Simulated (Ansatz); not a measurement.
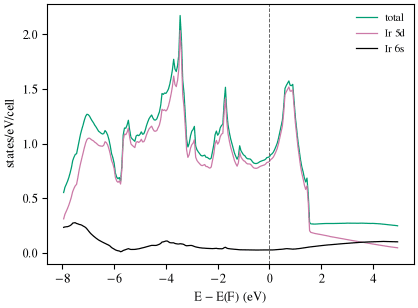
Figure. Total and projected density of states of Ir (fcc (Cu type), Fm-3m), PBEsol (plane waves, PAW; program Ansatz)

**Question.** Which orbitals carry the states next to the Fermi level?

**Answer.** Within 0.5 eV of the Fermi level: Ir 5d 95 %. Projections are on Löwdin-orthogonalised atomic valence shells; empty p or d shells of many metals are not among them.

**Question.** Where is the tallest occupied peak in this window, and what makes it?

**Answer.** Near -3.4 eV, about 2.2 states/eV per cell; the largest projected share is Ir 5d.

Symmetry was held in the PBEsol relaxation. The run is not spin-polarised. Scalar-relativistic: spin–orbit coupling is off unless named, which matters more the heavier the elements.

Potentials: the later of the program's two PAW sets.
